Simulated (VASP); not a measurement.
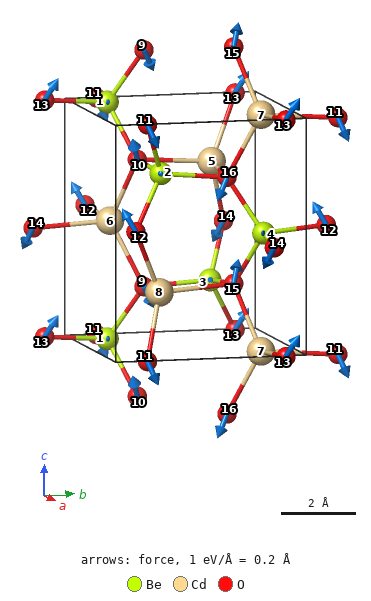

Starting geometry of solid BeCdO2 (a generated structure, set up in P4_12_12) with the computed forces as blue arrows. A ball-and-stick model of the cell of the calculation, seen slightly off an axis.

The run lets cell and atoms move.

The calculation used VASP 6.6.1, Kohn-Sham DFT of a periodic cell, PBE, VASP PAW PBE potentials, recommended.

Input
```
SYSTEM = BeCdO2
PREC = Normal
ENCUT = 520
EDIFF = 1E-4
ISMEAR = 0
SIGMA = 0.15
LREAL = Auto
LASPH = .TRUE.
NELM = 60
ALGO = Fast
ISIF = 3
LWAVE = .FALSE.
LCHARG = .FALSE.
GGA = PE
IBRION = 2
NSW = 24
EDIFFG = -0.08
```

Command:
```bash
cat potpaw_PBE.64/Be/POTCAR potpaw_PBE.64/Cd/POTCAR potpaw_PBE.64/O/POTCAR > POTCAR
mpirun -np 4 vasp_std > vasp.out
```

### Is this structure relaxed? If not, where do the atoms go?

It isn't relaxed: the largest force vector, on O atoms, is 3.74 eV/Å. The atoms end up moving mostly along the starting forces (cosine between the two patterns 0.91). The largest moves relative to the cell, 0.29 Å, are those of 8 atoms (O9, O10, O11, O12 and others). O16 goes along [2 −3 −2]. By element the largest moves are O 0.29 Å, Be 0.13 Å, Cd 0.07 Å. The drawn cell changes as follows: a = b 5.380 → 5.210 Å (−3.2 %), c 6.530 → 6.537 Å (+0.1 %); the volume changes by −6.1 %. Among the contacts that change: Be1–O10 1.831 → 1.655 Å, Cd5–O13 2.030 → 2.201 Å, Cd5–O10 2.145 → 2.293 Å, Be1–O11 1.833 → 1.706 Å. Bond angles that change, for instance: Cd5–O13–Cd7 100.8° → 88.0°, Be1–O13–Be3 124.7° → 137.2°, O12–Cd6–O14 83.1° → 72.6°. The space group stays P4_12_12 (No. 92). After 9 geometry steps the energy has fallen by 261 meV per atom. Largest force component: 3.2 eV/Å at the start, 0.034 eV/Å at the end. Pressure: 4.58 GPa at the start and −0.17 GPa at the end. It ran on 4 threads of Intel(R) Xeon(R) Platinum 8488C (Sapphire Rapids), on a shared host.
